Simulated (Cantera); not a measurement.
Input: 1 mol SiHCl3, 0.21 mol Cl2, 4.2 mol H2, equilibrated at 1.00 Torr.

Cantera equilibrium calculation (NASA polynomials, part measured and part estimated; ideal gas, pure solids and liquids). Candidate condensed phases: Si; 19 gas species. The tables' values for SiCl3, SiCl are old estimates; treat these amounts as uncertain. Kinetics and transport are ignored.

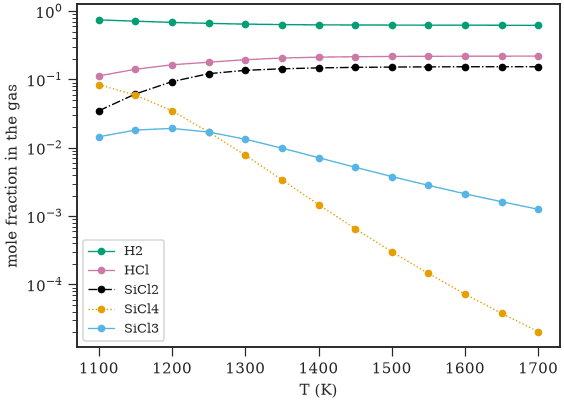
*Equilibrium gas composition (values under 1e-9 drawn at 1e-9)*

From 1100 K to 1250 K the condensed part is Si(s). From 1300 K to 1700 K nothing is condensed. The main Si-bearing gas is SiCl4 at 1100 K and SiCl2 at 1700 K.
